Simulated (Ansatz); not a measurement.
# Sn(CCH)H3 (C₂H₄Sn): trial inputs and their diagnosis

2 inputs were typed for Sn(CCH)H3 (C₂H₄Sn). Each is run as it stands; the log then has to tell whether the result can be used.

Program: Ansatz 0.2.0, Gaussian basis. Level of theory: the settings change from run to run. These are calculated values, not measurements.

1 further run of the same task is left out (it didn't finish). Runs told in other sessions of the task aren't counted.

### 1 The molecule

An earlier PBE0-D4 in a triple-zeta def2 set relaxation fixed the geometry. Sn takes a core potential in def2 sets; no spin-orbit term is included.

7 atoms, charge 0, spin multiplicity 1.

Atoms are counted from 1 here; the program's logs count them from 0.

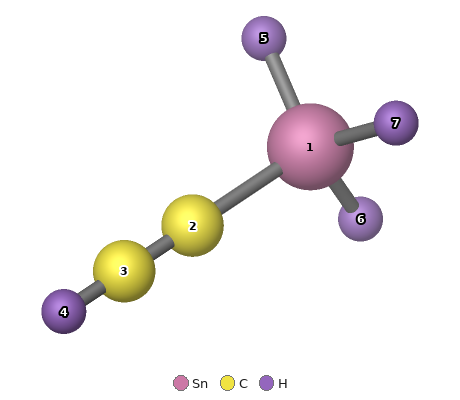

The structure; tin pink, carbon yellow, hydrogen purple; atoms are numbered from 1 in the order of the file.

Coordinates:

```xyz
7

Sn   -0.0049   -0.0073   -1.1633
C     0.0037    0.0057    0.9180
C     0.0089    0.0133    2.1245
H     0.0135    0.0200    3.1905
H     1.6103   -0.0067   -1.6966
H    -0.8192    1.3882   -1.6953
H    -0.8123   -1.4133   -1.6779
```

### 2 Input 1

in.yaml reads:

```yaml
crystal:
  periodic: [false, false, false]
  atoms:
    - {symbol: Sn, position_ang: [-0.004903, -0.007310, -1.163292]}
    - {symbol: C, position_ang: [0.003738, 0.005702, 0.918039]}
    - {symbol: C, position_ang: [0.008916, 0.013348, 2.124481]}
    - {symbol: H, position_ang: [0.013470, 0.020038, 3.190543]}
    - {symbol: H, position_ang: [1.610340, -0.006662, -1.696626]}
    - {symbol: H, position_ang: [-0.819222, 1.388152, -1.695291]}
    - {symbol: H, position_ang: [-0.812339, -1.413268, -1.677855]}
basis:
  gaussian: {orbitals: def2-mTZVPP, fitting: {mean_field: cc-pVTZ-jkfit}}
hamiltonian: {xc: {name: PBEsol}}
scf: {omitted_lower_state_checks: [starts]}
output: {forces: true}
```

Launch:

```sh
ansatz run in.yaml --threads 4 --pin off --events-out ev --progress --plain --max-ram 3916MiB
```

Output:

```text
Functional definition: PBEsol
  name "PBEsol"
  cite "Perdew et al., Phys. Rev. Lett. 100, 136406 (2008) doi:10.1103/PhysRevLett.100.136406"
  cite "Perdew, Burke & Ernzerhof, Phys. Rev. Lett. 77, 3865 (1996) doi:10.1103/PhysRevLett.77.3865"
  parent pbesol
  exchange = pbesol_x
  correlation = pbesol_c
these checks for a lower state are left out or cut short: starts
Error: <dir> the basis set cc-pVTZ-JKFIT has no functions for Sn
```

Run time: 0.05 s. Hardware: 4 threads of Arm Neoverse V2, shared host.

**Diagnosis.** Refused before any calculation. The fitting set named has no entry for an element of this molecule. Cure: leave the fitting key out, or name a set that covers all elements and suits the basis.

### 3 Input 2

in.yaml reads:

```yaml
crystal:
  periodic: [false, false, false]
  atoms:
    - {symbol: Sn, position_ang: [-0.010787, -0.016081, -2.559242]}
    - {symbol: C, position_ang: [0.008223, 0.012544, 2.019686]}
    - {symbol: C, position_ang: [0.019614, 0.029366, 4.673859]}
    - {symbol: H, position_ang: [0.029634, 0.044084, 7.019196]}
    - {symbol: H, position_ang: [3.542749, -0.014657, -3.732578]}
    - {symbol: H, position_ang: [-1.802288, 3.053934, -3.729641]}
    - {symbol: H, position_ang: [-1.787145, -3.109191, -3.691280]}
basis:
  gaussian: {orbitals: def2-TZVP}
magnetization: {spin_polarized: true, initial_magnetization: 2}
hamiltonian: {xc: {name: PBE}, dispersion: d4}
scf: {omitted_lower_state_checks: [starts]}
```

Launched as before.

Output:

```text
Functional definition: PBE
  name "PBE"
  cite "Perdew, Burke & Ernzerhof, Phys. Rev. Lett. 77, 3865 (1996) doi:10.1103/PhysRevLett.77.3865"
  parent pbe
  parameter kappa = 0.804
  parameter beta = 0.06672455060314922
  exchange = pbe_x(kappa = kappa, mu = beta*pi^2/3)
  correlation = pbe_c(beta = beta)
these checks for a lower state are left out or cut short: starts
924 factors; their error is unknown
mean field evaluation 1: about -7923.8890 eV, gradient 2.6e1 eV
mean field evaluation 2: about -7777.7519 eV, gradient 1.1e2 eV
mean field evaluation 4: about -7794.2012 eV, gradient 8.9e1 eV
mean field evaluation 8: about -7942.6827 eV, gradient 3.0e0 eV
mean field evaluation 16: about -7942.8629 eV, gradient 2.2e-5 eV
mean field -7942.86286836 eV, -291.8948265465 hartree, gradient 9.2e-6 eV, S^2 4.919415; 0 other end points of the search recorded, 0 dependent functions left out
reference -7942.86294370 eV, -291.8948293149 hartree; 20, 18 occupied and 116, 118 virtual orbitals, 924 factors
Total energy: -7942.94550149 eV, -291.8978632578 hartree
Checks for a lower state left out: starts
```

It took 3.2 s on 4 threads of Arm Neoverse V2, shared host.

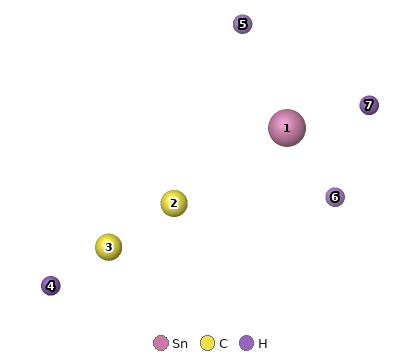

The geometry of this input.

What is wrong: The run converged, but a converged run isn't a right one. The geometry is stretched to more than twice its size. The shortest distance is 2.35 Å (C3–H4), against 1.07 Å in the relaxed molecule. It also asks for charge 0 and multiplicity 3, another species or state than the molecule above. Its energy is no property of the relaxed molecule. Fix: use the relaxed coordinates, and set charge and spin to those of the species named.

### 4 Summary

```tsv
input	level	ended	cause	time
1	PBEsol/def2-mTZVPP	refused	the fitting set named has no entry for an element of this molecule	0.05 s
2	PBE/def2-TZVP	converged	the geometry is stretched to more than twice its size	3.2 s
```

In words: 1 refused, 1 converged. A refusal costs next to no computing time. The dangerous case is the input that converges on a wrong geometry, charge, spin, basis or grid: often only a look at the input shows it.
